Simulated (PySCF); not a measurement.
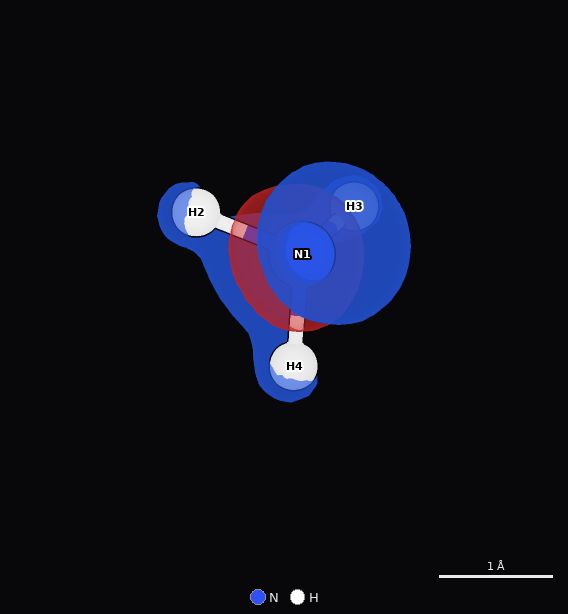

Figure 1: H3N, SMILES `N`. Fukui function f⁻ = ρ(N) − ρ(N−1) at fixed geometry, surfaces at ±0.1 e/Å³ (blue positive, red negative).

Method: PBE0/def2-SVPD; geometry: GFN2-xTB; program: PySCF. No frequency check shows the geometry to be a minimum.

Q: On which atoms does the density change most on removal of an electron?

A: f⁻ (Hirshfeld-condensed) is largest on N1 (0.53); the vertical ionisation energy is 10.76 eV. Condensed values hint at sites of electrophilic attack but needn't mark the atom that reacts. Orbital relaxation makes it negative in places (0.14 e in all).

| atom | f⁻ | charge |
| --- | --- | --- |
| N1 | +0.53 | −0.30 |
| H2 | +0.16 | +0.10 |
| H3 | +0.16 | +0.10 |
| H4 | +0.16 | +0.10 |

The PySCF run took 7.7 s on 1 thread of Intel(R) Xeon(R) 6975P-C (Granite Rapids), with other jobs on the host, peak memory 0.24 GiB.
